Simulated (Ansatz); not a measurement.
A series of calculations on CH4AlCl

**1. Relaxation**

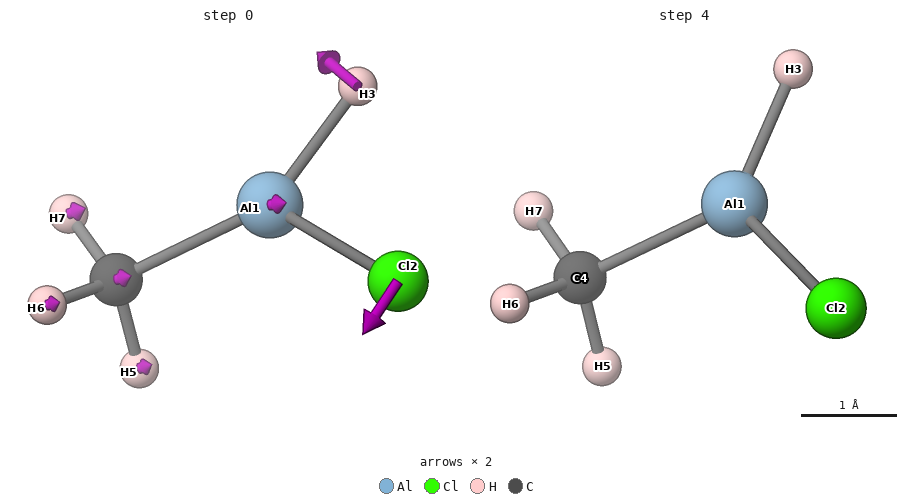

The structure of CH4AlCl before (left) and after (right) a relaxation, at one scale. The purple arrows give the displacements, magnified 2 times.

A ball-and-stick model, seen at a tilt.

The run prepares an end point of a later path (reaction) calculation, from a guessed geometry.

Level of theory: Ansatz 0.2.0, RKS revPBE/def2-SVP.

Input file:
```yaml
crystal:
  periodic: [false, false, false]
  atoms:
    - { symbol: Al, position_ang: [0.24126, 0.000635, -0.112146] }
    - { symbol: Cl, position_ang: [0.853105, 0.010857, 1.986364] }
    - { symbol: H, position_ang: [1.754221, -0.013497, -0.472069] }
    - { symbol: C, position_ang: [-1.555603, 0.002156, -0.8873] }
    - { symbol: H, position_ang: [-2.102447, -0.922478, -0.604346] }
    - { symbol: H, position_ang: [-2.148586, 0.860613, -0.506631] }
    - { symbol: H, position_ang: [-1.530649, 0.061714, -1.995372] }
basis:
  gaussian: { orbitals: def2-SVP }
hamiltonian:
  xc: revpbe
relax:
  f_tol: 0.03
  max_steps: 50
```

Command:
```bash
ansatz run input.yaml --threads 2 --pin off --max-ram 3072MiB --backend cpu --events-out ev --progress --plain --runs-dir out
```

Describe what moved and what it gained.

After 4 geometry steps the energy has fallen by 0.459 eV. Largest force component: 1.3 eV/Å at the start, 0.021 eV/Å at the end. The largest move after the best rigid fit is that of H3, 0.40 Å. By element the largest moves are H 0.40 Å, Cl 0.34 Å, Al 0.11 Å, C 0.10 Å. Among the contacts that change: Al1–Cl2 2.186 → 2.138 Å, Al1–H3 1.555 → 1.596 Å, Al1–C4 1.957 → 1.964 Å. Bond angles that change, for instance: Cl2–Al1–H3 87.1° → 115.8°, H3–Al1–C4 143.3° → 125.1°, Cl2–Al1–C4 129.6° → 119.2°. Cost: 4.9 s on 2 threads of Arm Neoverse V2, with other jobs on the host, peak memory 0.14 GiB.

**2. Relaxation**

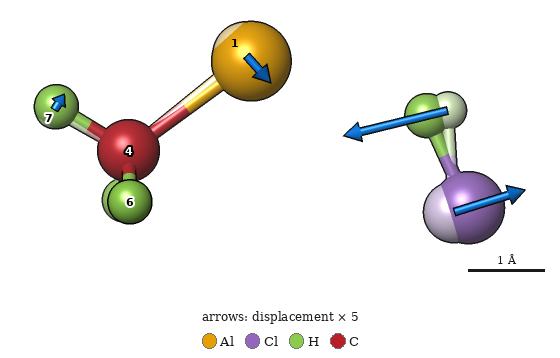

This is a relaxation of CH4AlCl. The starting structure is drawn faded, the final one solid; blue arrows show the displacements, 5 times their true length. The two geometries are superimposed by the best rigid fit.

A ball-and-stick model, seen face on.

The run prepares an end point of a later path (reaction) calculation, from a guessed geometry.

Method: RKS revPBE/def2-SVP in Ansatz.

The input:
```yaml
crystal:
  periodic: [false, false, false]
  atoms:
    - { symbol: Al, position_ang: [0.247513, 0.019172, -1.265218] }
    - { symbol: Cl, position_ang: [1.425877, -0.015823, 1.957632] }
    - { symbol: H, position_ang: [2.087569, 0.005248, 0.788353] }
    - { symbol: C, position_ang: [-1.752655, 0.00072, -1.050184] }
    - { symbol: H, position_ang: [-2.108074, -0.916962, -0.526172] }
    - { symbol: H, position_ang: [-2.117364, 0.873084, -0.459569] }
    - { symbol: H, position_ang: [-2.271568, 0.034561, -2.036342] }
basis:
  gaussian: { orbitals: def2-SVP }
hamiltonian:
  xc: revpbe
relax:
  f_tol: 0.03
  max_steps: 50
output:
  orbitals: {}
```

Launched with:
```bash
ansatz run input.yaml --threads 2 --pin off --max-ram 3072MiB --backend cpu --events-out ev --progress --plain --runs-dir out
```

Which element moves most?

Answer. Hydrogen: up to 0.29 Å, against 0.20 Å for chlorine.

What happened in the run?

Answer. The largest move after the best rigid fit is that of H3, 0.29 Å. By element the largest moves are H 0.29 Å, Cl 0.20 Å, Al 0.10 Å, C 0.02 Å. Among the contacts that change: Cl2–H3 1.344 → 1.332 Å, Al1–C4 2.012 → 2.004 Å. Over 5 accepted moves (6 points after the start) the energy falls by 0.028 eV. Largest force component: 0.64 eV/Å at the start, 0.029 eV/Å at the end. The line search rejected the trial step at point 5 of the run.

Limits of the set-up: the start holds two separate molecules, 2.8 Å apart at their closest, whose relative position is a soft coordinate and is computed without a dispersion correction.

**3. Path**

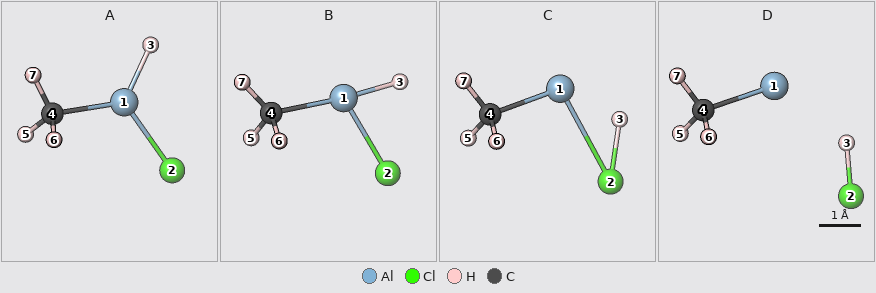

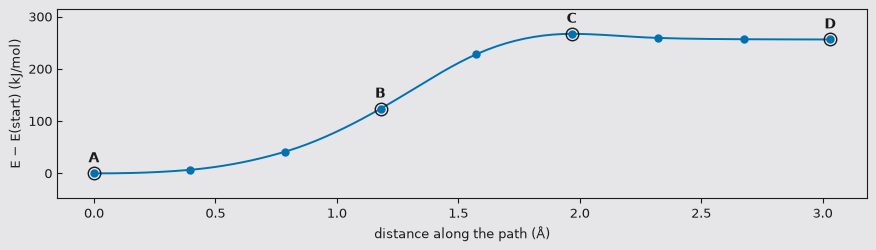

A nudged-elastic-band calculation for CH₄AlCl. Images are numbered from 0 (start) to 8 (end). Frames A to D are images 0, 3, 5, 8. The picture is a ball-and-stick view, seen at a tilt.

These are results of RKS revPBE/def2-SVP (Ansatz 0.2.0), not measurements. Set-up: 7 movable images; climbing image; force threshold 0.03 eV/Å; iteration limit 60; starting path through a guess of the saddle point.

Question: What happens along the path, and what is the barrier?

Answer: Breaking: Al1–Cl2 (2.14 → 2.70 at the top → 3.45 Å), Al1–H3 (1.60 → 1.78 at the top → 2.42 Å). Forming: Cl2–H3 (3.18 → 1.57 at the top → 1.33 Å). The highest point, image 5, lies 267.1 kJ/mol above the start and 10.7 kJ/mol above the end; the end is at +256.4 kJ/mol relative to the start. The band converged in 11 iterations, with a climbing image at the top.

The run took 62 s on 2 threads of Arm Neoverse V2 (shared host), peak memory 0.12 GiB.
